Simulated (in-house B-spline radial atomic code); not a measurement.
```
Z = 3
electrons = 3.0
configuration = [He] 2s1
hamiltonian = nr
method = hse06
lmax = 9
spin_polarised = True
box_radius = 40.0
intervals = 46
ion_configuration = 1s2
```

Run as:
```bash
python run_gw.py task.json out
```

All-electron spherical atom, non-relativistic, HSE06 start, no spin-orbit coupling, Breit or QED terms; computed with a B-spline radial code. The quasi-particle equation is solved at full frequency; levels of low quasi-particle weight Z are left out.

Parts of the G₀W₀ correction to each level for the Li atom:

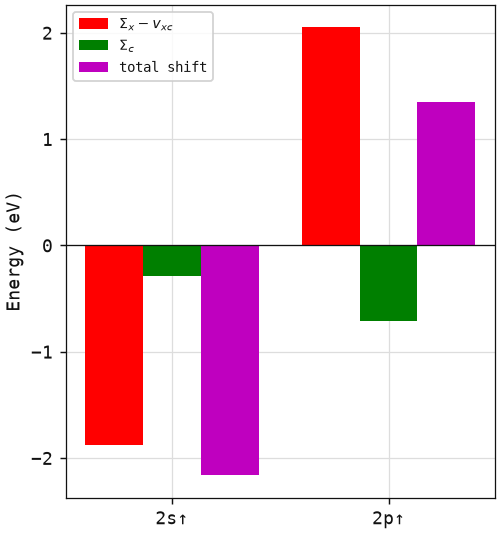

G₀W₀ moves the highest occupied level, 2s↑, from −3.46 to −5.63 eV (renormalisation factor Z = 0.75); the measured removal energy is 5.39 eV, so the error is +0.23 eV. The empty level 2p↑ goes from −1.15 to 0.20 eV.

```json
{"Level": "2s↑", "Mean field (eV)": "−3.46", "Σx − vxc (eV)": "−1.88", "Σc (eV)": "−0.28", "Z": "0.75", "G₀W₀ (eV)": "−5.63"}
{"Level": "2p↑", "Mean field (eV)": "−1.15", "Σx − vxc (eV)": "2.06", "Σc (eV)": "−0.71", "Z": "0.85", "G₀W₀ (eV)": "0.20"}
```
